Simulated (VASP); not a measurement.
Band structure of Ti (hcp). Calculation: PBE GGA with D3 dispersion (zero damping), VASP's PBE PAW potentials (set 64) (plane waves; VASP).

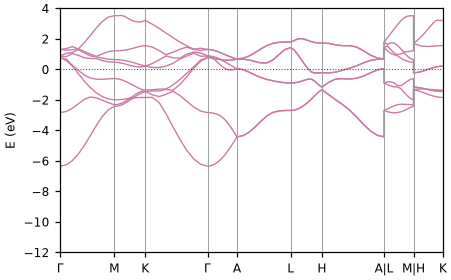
*Bands along high-symmetry lines, zero at the valence-band maximum or, without a gap, the Fermi level*

Question: Read the plot: is there a gap, and where are the band edges?

Answer: It has no gap at this level: it comes out as a metal or semimetal. (Edges off the drawn lines would not show.)

The compound is Ti in the hcp structure. It was relaxed first, which changed the volume by -6 %.
